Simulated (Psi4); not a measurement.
# C2H3Br (vinyl bromide) at M06-2X/6-31G(d) (density fitting with def2-universal-jkfit, Cartesian functions)

Wanted: a short trajectory of C2H3Br (vinyl bromide). Input form: an ASE script.

Program for the calculation: Psi4 1.11.

## (1) The structure to begin with

C2H3Br: 6 atoms, total charge 0, spin state singlet. SMILES: `C=CBr`. The shape is that of a PBE0-D4/def2-TZVP optimisation. The run starts from this shape.

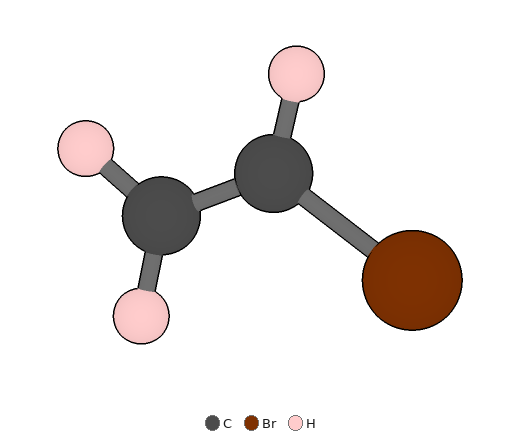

Viewed from a chosen angle; carbon dark grey, bromine brown, hydrogen pink.

## (2) Molecular dynamics at M06-2X/6-31G(d) (density fitting with def2-universal-jkfit, Cartesian functions)

Contents of run.py:

```python
import numpy as np
from ase.calculators.psi4 import Psi4
from ase import Atoms
from ase import units
from ase.md.velocitydistribution import MaxwellBoltzmannDistribution, Stationary
from ase.md.verlet import VelocityVerlet

a = Atoms(['C', 'C', 'Br', 'H', 'H', 'H'], positions=[
    [-0.550460, 0.207600, -0.473000],
    [0.418150, 0.025740, 0.403150],
    [1.201850, -1.649360, 0.746820],
    [-0.963860, -0.603240, -1.059290],
    [-0.955390, 1.202650, -0.619610],
    [0.849720, 0.816610, 1.001930],
])
calc = Psi4(atoms=a, method='m06-2x', basis='6-31G*', memory='1600MB', num_threads=1, charge=0, multiplicity=1, label='psi4-calc', reference='rks')
calc.psi4.set_options({'df_basis_scf': 'def2-universal-jkfit'})
a.calc = calc

MaxwellBoltzmannDistribution(a, temperature_K=1000.0, rng=np.random.default_rng(368))
Stationary(a)
dyn = VelocityVerlet(a, 0.5 * units.fs)
def show():
    ep, ek = a.get_potential_energy(), a.get_kinetic_energy()
    print(f'step {dyn.nsteps:3d}  Epot {ep:14.6f}  Ekin {ek:9.6f}  Etot {ep + ek:14.6f} eV  T {a.get_temperature():7.1f} K')
dyn.attach(show)
dyn.run(40)
```

Run with:

```
$ python run.py
```

What values should one expect? Wanted: potential energy of the last frame.

**Answer.** As computed:

Level: M06-2X/6-31G* (density fitting with def2-universal-jkfit, Cartesian functions).

| quantity | value |
| --- | --- |
| potential energy of the last frame | -2651.82114 Eh |
